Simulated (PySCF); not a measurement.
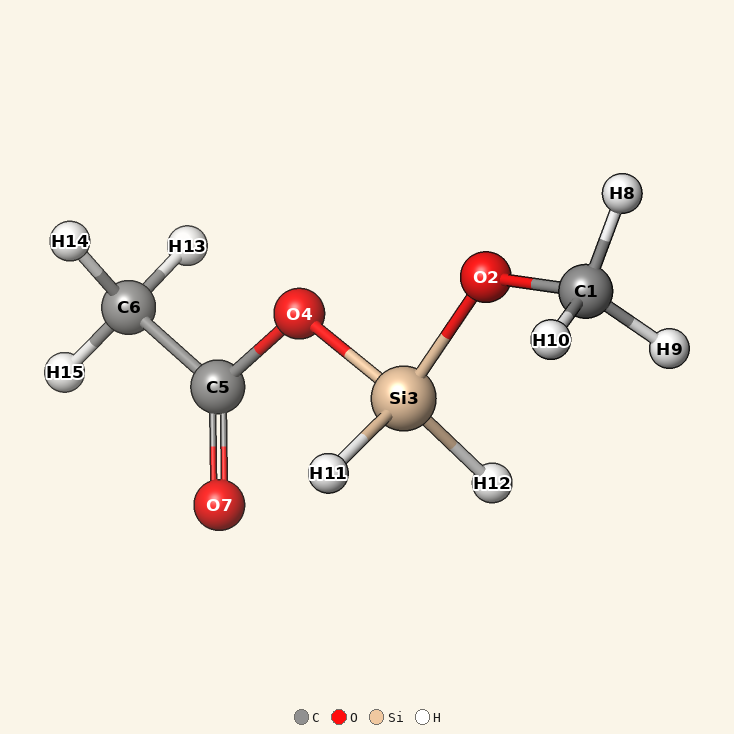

Numbered structure. The computed structure is the end point of a PBE0-D3(BJ)/def2-SVP optimisation. No frequency run is at hand to confirm it as a minimum.

List the bonds and their lengths.

```
   bond  length (Å)   order
  C1–O2       1.399  single
  C1–H8       1.100  single
  C1–H9       1.106  single
 C1–H10       1.106  single
 O2–Si3       1.651  single
 Si3–O4       1.709  single
Si3–H11       1.487  single
Si3–H12       1.487  single
  O4–C5       1.337  single
  C5–C6       1.496  single
  C5–O7       1.208  double
 C6–H13       1.100  single
 C6–H14       1.100  single
 C6–H15       1.095  single
```
